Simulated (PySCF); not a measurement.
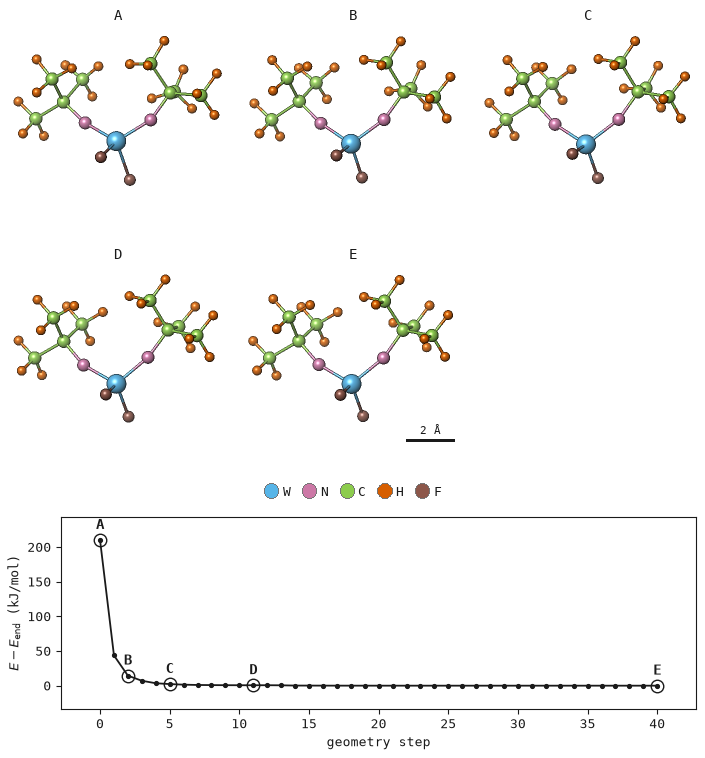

Frames of a relaxation of C8H18F2N2W, marked on the history of the run. A ball-and-stick model, seen at a tilt.

The start comes from GFN2-xTB. Its atoms were then displaced at random by about 0.03 Å.

These are results of PBE0-D3(BJ)/def2-SVP geometry optimisation, gas phase in PySCF 2.14.0, density-fitted response routines, not measurements. 

**What happens along the run?**

The relaxation stopped without meeting its thresholds, so the last structure isn't shown to be converged. The energy falls by 210.1 kJ/mol in 40 geometry steps. The atom that moves furthest after the best rigid fit is an H atom (0.70 Å). By element the largest moves are H 0.70 Å, C 0.27 Å, N 0.26 Å, F 0.24 Å, W 0.21 Å. Some distances before and after: C–W 3.564 → 3.869 Å, F–W 2.083 → 1.886 Å, C–C 1.683 → 1.531 Å, C–H 0.968 → 1.100 Å. Bond angles that change, for instance: F–W–F 107.3° → 119.3°, W–N–C 151.9° → 162.9°, N–W–N 117.6° → 109.7°. From step 0 to 2: an H atom moves most (0.33 Å), energy −195.7 kJ/mol. From step 2 to 5: an H atom moves most (0.12 Å), energy −12.2 kJ/mol. From step 5 to 11: an H atom moves most (0.32 Å), energy −1.70 kJ/mol. From step 11 to 40: H atoms move most (0.07 Å), energy −0.60 kJ/mol.

```
step  E − E(0), kJ/mol
   0              0.00
   1           -166.53
   2           -195.67
   3           -203.05
   4           -206.63
   5           -207.85
   6           -208.69
   7           -209.15
   8           -209.32
   9           -209.46
  10           -209.52
  12           -209.50
  13           -209.62
  15           -210.01
  16           -210.07
  18           -210.12
  19           -210.12
  21           -210.14
  23           -210.14
  24           -210.14
  26           -210.14
  27           -210.15
  29           -210.15
  31           -210.15
  32           -210.15
  34           -210.15
  35           -210.15
  37           -210.15
  38           -210.15
  40           -210.15
```
